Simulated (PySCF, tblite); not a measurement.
# CH6FSi3 radical: geometry, infrared bands and EPR parameters

What infrared bands and EPR parameters should CH6FSi3 radical (`F[SiH]1[SiH2][CH][SiH2]1`) show?

Computed with tblite 0.8.0 and PySCF 2.14.0, with density-fitted response routines of our own, on a single molecule in the gas phase. Atoms are numbered from 0 throughout.

### 1 The molecule as given

11 atoms, charge 0, multiplicity 2; geometry from: force field or distance geometry start.

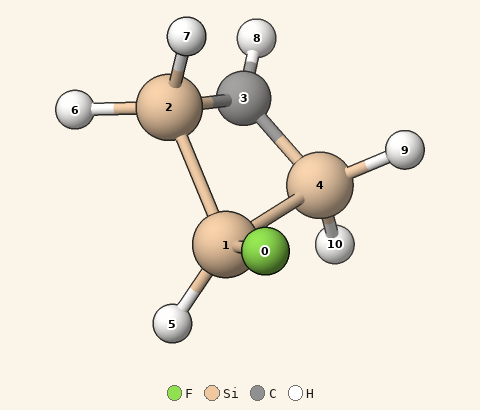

As it starts; fluorine green, silicon light orange, carbon grey, hydrogen white, atoms numbered.

### 2 Relaxing the molecule with GFN2-xTB

Job settings and geometry (Å):

```
{"job": {"kind": "relax", "xc": "GFN2-xTB", "basis": "xTB"}, "charge": 0, "multiplicity": 2}
F      0.219000     2.583000    -0.856700
Si     0.118900     1.017600    -1.139100
Si     1.345300    -0.278200     0.295500
C     -0.119200    -1.168600     0.798600
Si    -1.385600    -0.101700     0.156600
H      0.172600     0.661900    -2.582800
H      2.317600    -1.160100    -0.385000
H      1.949600     0.458100     1.439500
H     -0.200700    -1.852700     1.646200
H     -2.014200     0.706000     1.231800
H     -2.397800    -0.862600    -0.630600
```

Started as:

```
> OMP_NUM_THREADS=1 python probes_run.py task.json out
```

One launch serves the whole session: the jobs run in the order shown.

Standard output:

```text
step      E/eV     max force
  0    -408.93946    3.601
  1    -409.19864    1.041
  2    -409.26842    0.610
  3    -409.32444    0.670
  4    -409.38907    0.831
  5    -409.44458    0.887
  6    -409.49080    0.574
  7    -409.52240    0.431
  8    -409.54123    0.424
  9    -409.56299    0.478
 10    -409.58108    0.402
 11    -409.59130    0.241
 12    -409.59938    0.229
 13    -409.60679    0.168
 14    -409.60969    0.108
 15    -409.61080    0.070
 16    -409.61166    0.088
 17    -409.61277    0.106
 18    -409.61423    0.147
 19    -409.61554    0.125
 20    -409.61642    0.071
 21    -409.61717    0.098
 22    -409.61818    0.124
 23    -409.61942    0.127
 24    -409.62051    0.110
 25    -409.62124    0.071
 26    -409.62181    0.099
 27    -409.62254    0.125
 28    -409.62329    0.102
 29    -409.62372    0.051
 30    -409.62390    0.042
 31    -409.62403    0.042
 32    -409.62426    0.065
 33    -409.62473    0.089
 34    -409.62559    0.100
 35    -409.62681    0.118
 36    -409.62800    0.093
 37    -409.62894    0.070
 38    -409.62971    0.085
 39    -409.63071    0.096
 40    -409.63249    0.141
 41    -409.63517    0.182
 42    -409.63880    0.185
 43    -409.64283    0.195
 44    -409.64585    0.145
 45    -409.64685    0.143
 46    -409.64796    0.093
 47    -409.64869    0.070
 48    -409.64974    0.069
 49    -409.65032    0.069
 50    -409.65115    0.089
 51    -409.65203    0.092
 52    -409.65333    0.110
 53    -409.65499    0.147
 54    -409.65668    0.131
 55    -409.65755    0.060
 56    -409.65776    0.034
 57    -409.65785    0.025
 58    -409.65795    0.033
 59    -409.65811    0.047
 60    -409.65834    0.055
 61    -409.65863    0.050
 62    -409.65887    0.034
 63    -409.65898    0.024
 64    -409.65902    0.017
 65    -409.65905    0.016
 66    -409.65908    0.021
 67    -409.65914    0.029
 68    -409.65920    0.030
 69    -409.65926    0.019
 70    -409.65929    0.010
 71    -409.65930    0.008
```

It took 0.41 s on 1 thread of Arm Neoverse V2, shared host.

Step by step: (not every step is listed)

```
step  energy from step 0 (eV)  largest force (eV/Å)
   0                   0.0000                3.6006
   1                  -0.2592                1.0410
   2                  -0.3290                0.6103
   3                  -0.3850                0.6698
   4                  -0.4496                0.8308
   5                  -0.5051                0.8874
   6                  -0.5513                0.5742
   7                  -0.5829                0.4310
   8                  -0.6018                0.4238
  13                  -0.6673                0.1682
  18                  -0.6748                0.1472
  23                  -0.6800                0.1271
  28                  -0.6838                0.1019
  33                  -0.6853                0.0895
  38                  -0.6902                0.0850
  43                  -0.7034                0.1950
  48                  -0.7103                0.0686
  53                  -0.7155                0.1470
  58                  -0.7185                0.0332
  63                  -0.7195                0.0239
  66                  -0.7196                0.0206
  67                  -0.7197                0.0291
  68                  -0.7197                0.0301
  69                  -0.7198                0.0188
  70                  -0.7198                0.0105
  71                  -0.7198                0.0081
```

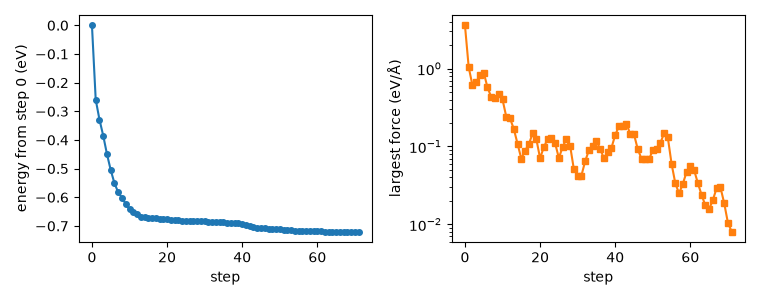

Energy and largest force along the relaxation.

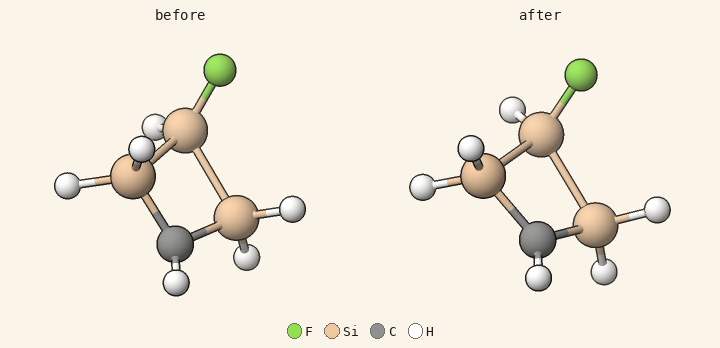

The geometry before (left) and after (right).

Distances of close pairs at the start and the end, largest changes first:

```
   bond  before (Å)  after (Å)  change (Å)
Si1–Si4       2.279      2.372      +0.092
 C3–Si4       1.776      1.860      +0.084
 Si2–C3       1.786      1.864      +0.078
Si1–Si2       2.289      2.358      +0.069
 F0–Si1       1.594      1.631      +0.038
 Si1–H5       1.488      1.463      -0.024
Si4–H10       1.491      1.476      -0.015
 Si2–H7       1.489      1.475      -0.014
```

The next job starts from the end point, and lists it.

### 3 Infrared spectrum with GFN2-xTB

Job settings and geometry (Å):

```
{"job": {"kind": "ir", "xc": "GFN2-xTB", "basis": "xTB"}, "charge": 0, "multiplicity": 2}
F      0.343106     2.536239    -0.786386
Si     0.133684     0.948855    -1.099420
Si     1.497148    -0.408674     0.264409
C     -0.116708    -0.991424     0.993947
Si    -1.547145    -0.112395     0.194055
H      0.024943     1.052354    -2.555190
H      2.416688    -1.430454    -0.265435
H      2.340461     0.460952     1.105886
H     -0.201282    -1.667153     1.834156
H     -2.555059     0.524700     1.057049
H     -2.330410    -0.910328    -0.769035
```

Standard output:

```text
mode    cm-1     km/mol
  1      90.4      3.43
  2     116.5      8.00
  3     140.2      4.08
  4     256.1     18.98
  5     279.0      8.63
  6     326.1     36.97
  7     357.9      6.85
  8     381.0     10.84
  9     392.1      4.93
 10     428.1     17.25
 11     454.0     22.67
 12     469.7     97.91
 13     500.4     47.21
 14     606.4     60.81
 15     700.4    116.76
 16     723.4     23.52
 17     763.7    219.14
 18     835.4    417.78
 19     835.5    117.96
 20     847.0     54.87
 21    1088.1     90.90
 22    2108.8    137.07
 23    2114.8    614.29
 24    2156.2    333.79
 25    2165.4    256.99
 26    2220.0    496.37
 27    3039.8     49.52
```

It took 0.31 s on 1 thread of Arm Neoverse V2, shared host.

Which atoms move in the most intense modes:

```
cm⁻¹  km/mol                               atoms
 764   219.1                   F0 48 %, Si1 38 %
 835   417.8  H8 22 %, C3 20 %, H7 17 %, H6 15 %
 836   118.0  C3 23 %, H6 20 %, H7 19 %, H8 13 %
2109   137.1                   H10 75 %, H9 12 %
2115   614.3                    H7 62 %, H6 23 %
2156   333.8                    H6 70 %, H7 27 %
2165   257.0                   H9 83 %, H10 14 %
2220   496.4                             H5 96 %
```

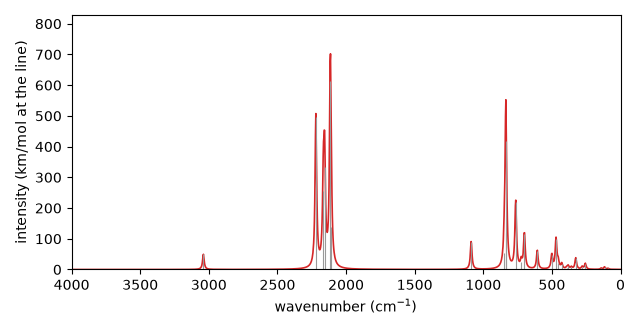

The infrared spectrum from these modes, unscaled. Lines are broadened to a width of 14 cm⁻¹ (Lorentzian).

### 4 EPR parameters: B3LYP/pcH-1

Same as in step 3 but for these lines:

```diff
@@ -1,2 +1,2 @@
-{"job": {"kind": "ir", "xc": "GFN2-xTB", "basis": "xTB"}, "charge": 0, "multiplicity": 2}
+{"job": {"kind": "epr", "basis": "pcH-1"}, "charge": 0, "multiplicity": 2}
 F      0.343106     2.536239    -0.786386
```

With the program's defaults for keys left out, this is: UKS B3LYP, pcH-1 on C F H Si, non-relativistic, mean-field spin-orbit, GIAO.

Standard output:

```text
UKS, coarse grid
  cycle   1  E = -1009.97842009  |g| = 4.76e-01
  cycle   2  E = -1009.83990859  |g| = 8.09e-01
  cycle   3  E = -1010.05711082  |g| = 5.37e-02
  cycle   4  E = -1010.05790673  |g| = 3.26e-02
  cycle   5  E = -1010.05845184  |g| = 1.14e-02
  cycle   6  E = -1010.05855917  |g| = 2.59e-03
  cycle   7  E = -1010.05857249  |g| = 1.24e-03
  cycle   8  E = -1010.05857342  |g| = 3.21e-04
UKS, final grid
  cycle   1  E = -1010.05853423  |g| = 3.12e-04
  cycle   2  E = -1010.05853422  |g| = 4.09e-04
  cycle   3  E = -1010.05853429  |g| = 5.68e-05
  cycle   4  E = -1010.05853430  |g| = 2.90e-05
E = -1010.05853430 Eh   <S^2> = 0.7546 (exact 0.7500)
g shifts (ppm)      1          2          3
  rmc          -113       -113       -113
  gc              5         19         25
  oz_so          67        694        759
  total         -41        600        671
hyperfine (MHz)  atom isotope    a_iso     a_fc   dipolar eigenvalues
    0   19F      -4.73      -4.77     -6.40     -1.66      8.07
    1  29Si       3.75       3.74     -4.37      0.81      3.56
    2  29Si      43.96      44.04     -4.04      1.74      2.30
    3   13C      75.34      75.42    -68.25    -67.07    135.32
    4  29Si      48.55      48.64     -4.03      1.16      2.87
    5    1H       0.80       0.80     -1.29     -0.84      2.13
    6    1H      49.85      49.85     -2.97     -1.61      4.57
    7    1H     104.50     104.50     -3.08     -1.44      4.52
    8    1H     -50.76     -50.77    -32.56     -1.23     33.80
    9    1H      49.95      49.95     -2.89     -1.61      4.51
   10    1H     115.17     115.17     -3.19     -1.35      4.55
```

Run time: 38 s. Hardware: 1 thread of Arm Neoverse V2, shared host; peak memory 0.79 GiB.

Principal g values 2.00228, 2.00292, 2.00299; g(iso) = 2.00273, against 2.00232 for a free electron.

Hyperfine couplings; where a row names several nuclei, a(iso) is their mean (it holds for fast rotation or exchange) and the dipolar term the largest among them:

```
  nuclei  isotope  a(iso) (MHz)  a(iso) (G, at g = 2.0023)  largest dipolar term (MHz)
 H6, H10       1H          82.5                       29.4                         4.6
  H7, H9       1H          77.2                       27.6                         4.5
      C3      13C          75.3                       26.9                       135.3
      H8       1H         -50.8                      -18.1                        33.8
Si2, Si4     29Si          46.3                       16.5                        -4.0
      F0      19F          -4.7                       -1.7                         8.1
     Si1     29Si           3.7                        1.3                        -4.4
      H5       1H           0.8                        0.3                         2.1
```

Mulliken spin populations:

```
atom  value (e)
  F0       0.00
 Si1       0.01
 Si2      -0.05
  C3       0.94
 Si4      -0.05
  H5       0.00
  H6       0.03
  H7       0.06
  H8      -0.03
  H9       0.03
 H10       0.06
```

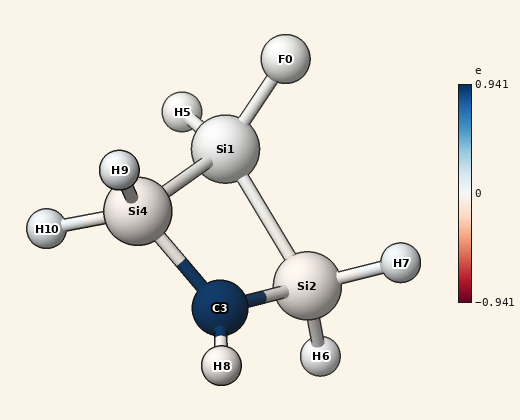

Mulliken spin populations, as colours on the atoms.

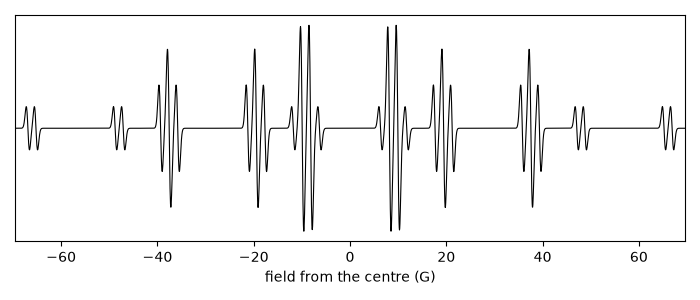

First-order isotropic spectrum (first derivative, main isotopes with spin only, couplings over 0.8 MHz, Gaussian width 0.3 G; couplings of the frozen geometry, rotation of groups not averaged beyond the rows shown).

Orbitals, density, ELF and potential are computed afterwards from the orbital file.

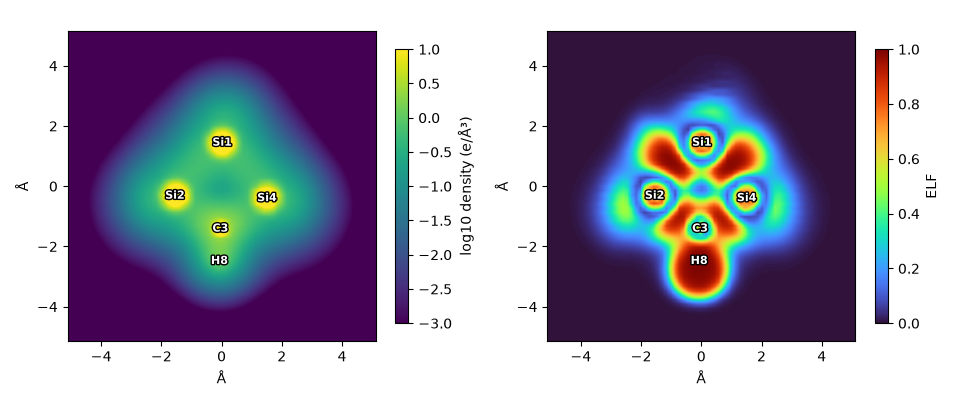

Density (left) and ELF (right) in a plane through or near 5 of the atoms.

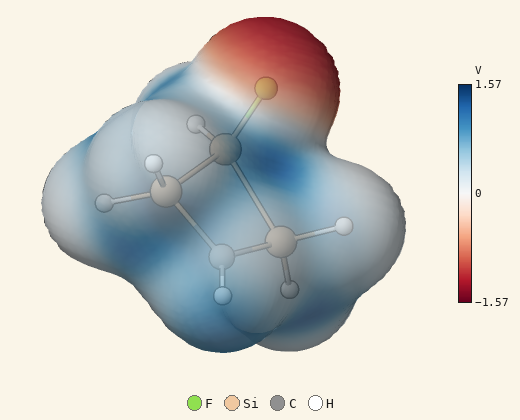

The potential that a unit positive charge feels on the 0.002 e/bohr³ surface, from -1.23 V near F0 to 1.57 V near Si1.

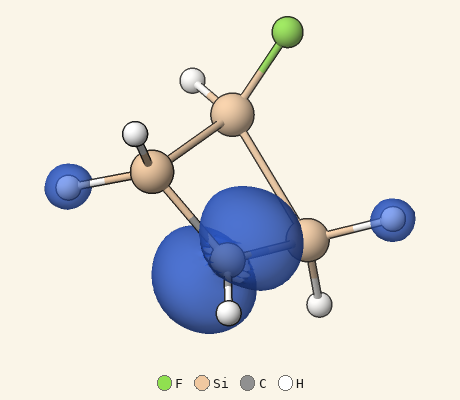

Spin density at ±0.04 e/Å³ (alpha excess blue, beta excess red).

### 5 Results

| quantity | value |
| --- | --- |
| strongest single infrared mode (GFN2-xTB) | 2115 cm⁻¹, 614 km/mol |
| zero-point energy (GFN2-xTB) | 34.9 kcal/mol |
| g(iso) (B3LYP) | 2.00273 |
| ⟨S²⟩ | 0.755 (exact 0.75) |
| largest a(iso) (averaged by class) | 1H on H6, H10, 82.5 MHz |
| surface potential, least and greatest | -1.23 V and 1.57 V |

The optimisation took 71 steps and gained 0.720 eV; among the close pairs (by a distance rule), Si1–Si4 changed most, from 2.279 to 2.372 Å. All 27 modes are real, so the xTB geometry is a minimum. The strongest single mode, at 2115 cm⁻¹, moves mainly H7. Unscaled tight-binding wavenumbers are off by several per cent, some by more. Its intensities can rank the bands wrongly. C3 carries the largest spin population, 0.94 e. The isotropic g lies 0.4 ppt above the free-electron value.
